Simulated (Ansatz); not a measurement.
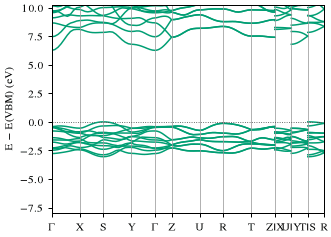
*Band structure from LDA (plane waves, PAW; program Ansatz)*

Problem. Read off the gap and where the band edges lie.

Solution. About 6.3 eV (6.26 eV by a search for the band edges); maximum at S, minimum at Γ.

The material is CaF2 in space group Pmc2_1 (No. 26; Ca on 2a, F on 2b, F on 2a).

The first step of the workflow began from a Materials Project structure, measured or hypothetical; the Crystallography Open Database copy checked does not list it. It is not the phase usual at ambient conditions (space group No. 225). Symmetry was held in the LDA relaxation; its stability against distortions is not shown here.

Potentials: the earlier of the program's two PAW sets. The files were generated under PBE; for other functionals the program regenerates the frozen cores, and for LDA and PBEsol the local potential too.
